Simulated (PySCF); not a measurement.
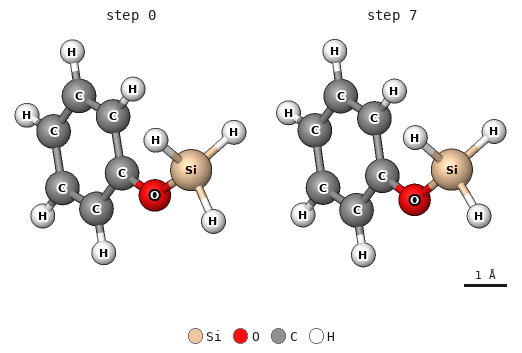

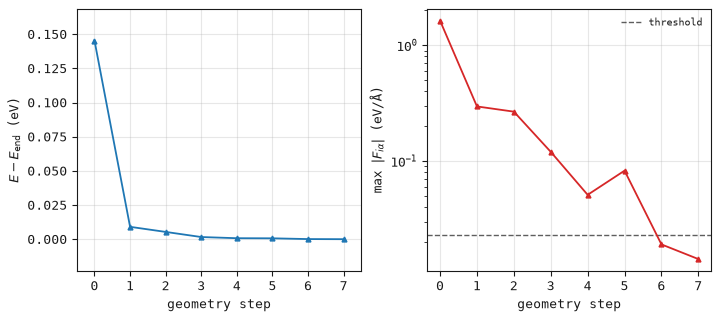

First and last geometry of a relaxation of C6H8OSi, with the history of the run. Style: ball-and-stick. Shown from a free direction.

The start comes from GFN2-xTB.

Level of theory: PySCF, PBE0-D3(BJ)/def2-SVP geometry optimisation, gas phase. 

Q: Read the history and describe the run.

A: It converged. The atom that moves furthest after the best rigid fit is an H atom (0.24 Å). By element the largest moves are H 0.24 Å, O 0.11 Å, C 0.06 Å, Si 0.02 Å. Near-neighbour distances that change, for instance: O–Si 1.625 → 1.678 Å, H–Si 1.453 → 1.485 Å, C–H 1.079 → 1.092 Å, C–C 1.385 → 1.396 Å. Bond angles that change, for instance: O–Si–H 98.9° → 105.0°, Si–O–C 134.2° → 128.6°, H–Si–H 113.2° → 110.7°. After 7 geometry steps the energy has fallen by 0.145 eV. The largest force component goes from 1.6 to 0.014 eV/Å. The run took roughly 70 core-seconds on a shared host.

```csv
step,"E − E(0), eV","largest force component, eV/Å"
0,0.0000,1.6300
1,-0.1363,0.2966
2,-0.1400,0.2673
3,-0.1438,0.1203
4,-0.1446,0.0512
5,-0.1447,0.0828
6,-0.1453,0.0191
7,-0.1454,0.0143
```
